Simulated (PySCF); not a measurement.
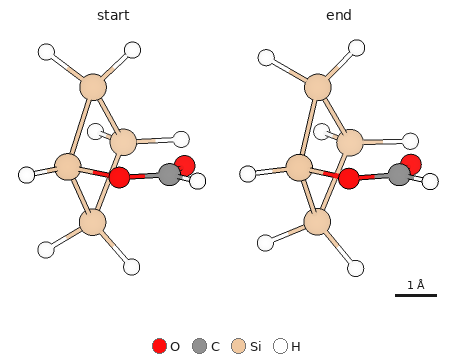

The structure of CH8O2Si4 before (left) and after (right) a relaxation, at one scale.

The picture is a ball-and-stick view, seen from a free direction.

The start comes from GFN2-xTB. Its atoms were then displaced at random by about 0.01 Å.

These are results of PBE0-D3(BJ)/def2-SVP geometry optimisation, gas phase in PySCF 2.14.0, density-fitted response routines, not measurements. 

> Describe what moved and what it gained.

The atom that moves furthest after the best rigid fit is an H atom (0.23 Å). By element the largest moves are H 0.23 Å, Si 0.15 Å, O 0.12 Å, C 0.10 Å. Near-neighbour distances that change, for instance: H–Si 1.451 → 1.498 Å, C–H 1.083 → 1.108 Å, C–O 1.286 → 1.311 Å, O–Si 1.779 → 1.758 Å. Among the angles between lasting bonds that change: O–Si–H 89.1° → 101.4°, Si–Si–H 130.5° → 121.7°, H–Si–H 102.4° → 109.3°. Over 12 geometry steps the energy falls by 0.347 eV.
